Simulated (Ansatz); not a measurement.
SiC (space group F-43m, No. 216): the input geometry of an electronic-structure calculation (not necessarily at equilibrium); the starting structure was generated, so it need not be a known form of this composition.

```
CELL_PARAMETERS angstrom
4.35611 0.00000 0.00000
0.00000 4.35611 0.00000
0.00000 0.00000 4.35611
ATOMIC_POSITIONS crystal
Si 0.00000 0.00000 0.00000
C 0.25000 0.25000 0.75000
Si 0.00000 0.50000 0.50000
C 0.25000 0.75000 0.25000
Si 0.50000 0.00000 0.50000
C 0.75000 0.25000 0.25000
Si 0.50000 0.50000 0.00000
C 0.75000 0.75000 0.75000
```

Bonds are taken as C–Si below 2.1 Å; no other contact counts. Atoms with one bond or none are removed and atoms with two bonds are replaced by edges, until no such atom is left.

What net does this leave?

The result is a uninodal 4-connected, three-periodic net: Si and C are 4-connected nodes. It is the dia net, known from diamond, zinc blende and cristobalite. It is a single net, without interpenetration.

| node | links | point symbol | coordination sequence |
| --- | --- | --- | --- |
| Si and C | 4 | 6^6 | 4 12 24 42 64 |

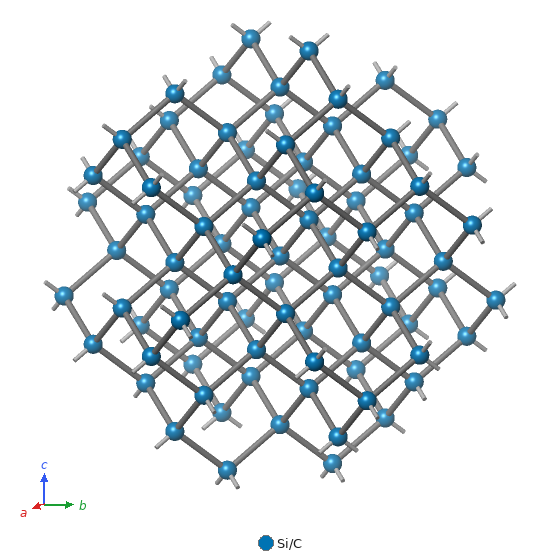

Nodes are coloured by topological kind. Edges to nodes outside the piece are drawn as stubs.
